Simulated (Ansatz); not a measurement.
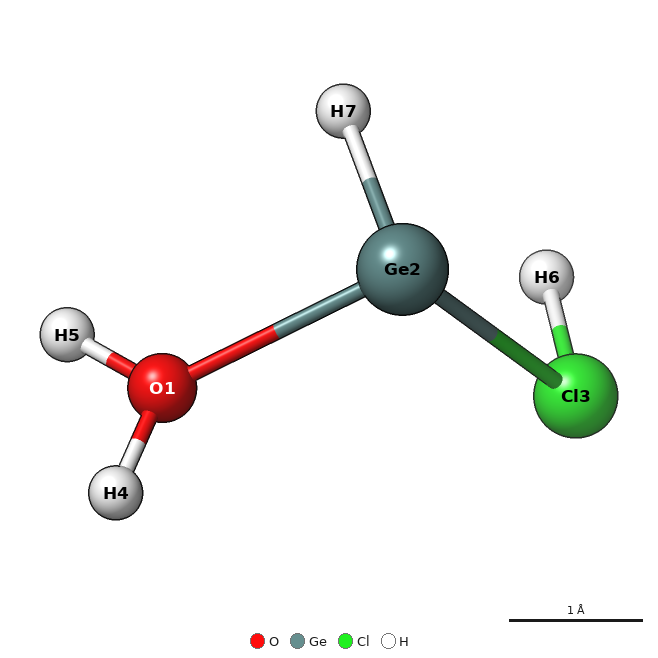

The view is orthographic, and the bar gives the scale. The species has charge +1 and is a spin singlet. The geometry was computed by an optimisation with PBE-D4/def2-SVP. No frequency run is at hand to confirm it as a minimum.

Reconstruct the coordinates (Å) as seen: x to the right, y up, z towards the viewer, origin at the mean of the atomic positions.

```xyz
7
ClGeH4O
O   -1.16  -0.48   0.58
Ge   0.65   0.41   1.11
Cl   1.96  -0.54  -0.98
H   -1.52  -1.28   1.03
H   -1.88  -0.08   0.04
H    1.74   0.36  -1.91
H    0.21   1.61   0.13
```
